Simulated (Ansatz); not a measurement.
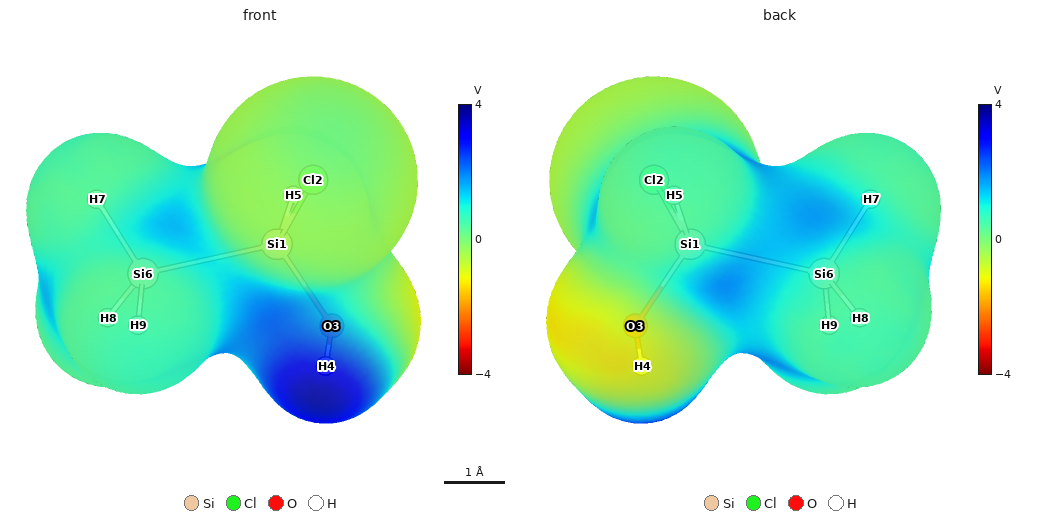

ClH₅OSi₂. The electrostatic potential painted on the density surface at 0.004 e/bohr³, seen from the front and from behind; red is negative and blue positive.

All numbers below come from RKS PBE-D4/def2-SVP (Ansatz 0.2.0).

Input

```
crystal:
  periodic: [false, false, false]
  atoms:
    - { symbol: Si, position_ang: [0.0, 0.0, 0.0] }
    - { symbol: Cl, position_ang: [0.0, 0.0, 2.13] }
    - { symbol: O, position_ang: [1.5842, 0.0, -0.5594] }
    - { symbol: H, position_ang: [1.9006, -0.9521, -0.6761] }
    - { symbol: H, position_ang: [-0.6877, 1.1914, -0.4862] }
    - { symbol: Si, position_ang: [-1.0456, -1.8115, -0.7393] }
    - { symbol: H, position_ang: [-1.7029, -2.4846, 0.3772] }
    - { symbol: H, position_ang: [-2.0454, -1.4265, -1.7311] }
    - { symbol: H, position_ang: [-0.0777, -2.7173, -1.3511] }
basis:
  gaussian: { orbitals: def2-SVP }
hamiltonian:
  xc: pbe
  dispersion: d4
relax:
  f_tol: 0.02
  max_steps: 40
output:
  orbitals: {}
```

Run with:

```sh
ansatz run input.yaml --threads 2 --pin off --max-ram 3072MiB --backend cpu --events-out ev --progress --plain --runs-dir out
```

The fields are those of the run's last geometry, not of the input's.

Q: Which sites attract a positive test charge, and which a negative one?

A: A positive charge is drawn to the negative regions and a negative charge to the positive ones. The most negative region (about −1.3 V, or −30 kcal/mol for a unit charge) lies over O3, the most positive (about +3.5 V, or +81 kcal/mol for a unit charge) over H4. O3 is the likeliest acceptor of a hydrogen bond.
